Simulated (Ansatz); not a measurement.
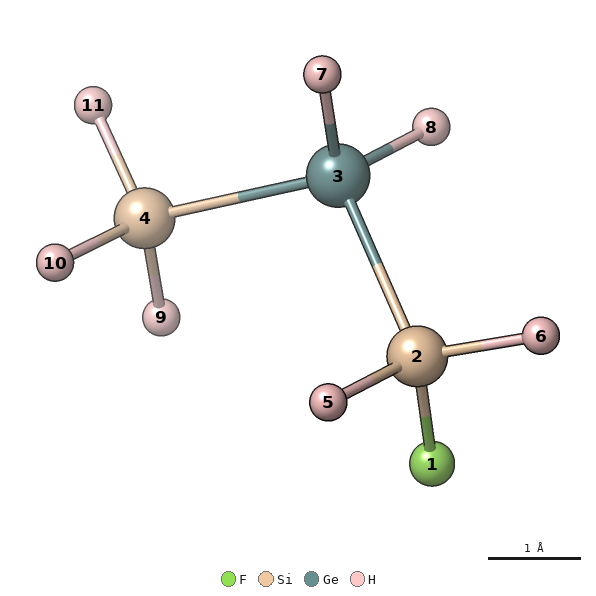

Orthographic view. Atoms fade into the background with distance from the viewer. Computed geometry: PBE-D4/def2-SVP optimisation. No frequency run is at hand to confirm it as a minimum.

Write a Z-matrix (Å, degrees) in the order of the atom numbers, with these reference atoms: 2 to 1; 3 to 2, 1; 4 to 3, 2, 1; 5 to 2, 1, 3; 6 to 2, 5, 1; 7 to 3, 2, 6; 8 to 3, 7, 2; 9 to 4, 3, 8; 10 to 4, 9, 3; 11 to 4, 9, 10.

```
F  
Si   1   1.647
Ge   2   2.390   1   108.1
Si   3   2.393   2   110.4   1    58.7
H    2   1.505   1   108.0   3   119.3
H    2   1.505   5   109.4   1  -117.7
H    3   1.556   2   108.2   6   -61.1
H    3   1.553   7   107.7   2  -119.0
H    4   1.504   3   109.4   8    62.1
H    4   1.505   9   108.9   3  -119.3
H    4   1.505   9   109.1  10  -118.9
```
